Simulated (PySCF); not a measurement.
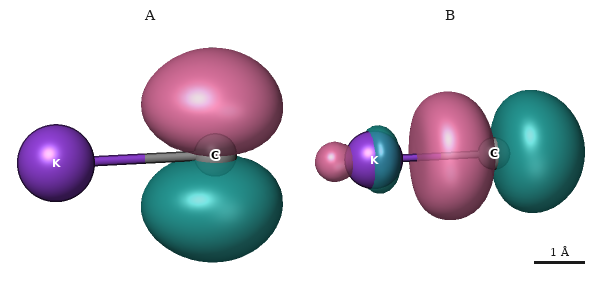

KC (quartet). Two frontier α-spin orbitals, each drawn at the value that holds 80 % of its norm (teal and pink are the two phases), in no order; of a degenerate pair one member is drawn.

Theory: PBE0/6-311G(d,p), non-relativistic, at a bond length of 2.518 Å in PySCF 2.14.0.

> Label each orbital by symmetry, say whether it is occupied, and order them by energy.

Orbital B: σ, occupied in this spin, −4.09 eV; mainly on C (85 %).
Orbital A: π, occupied in this spin, −3.98 eV; mainly on C (90 %).
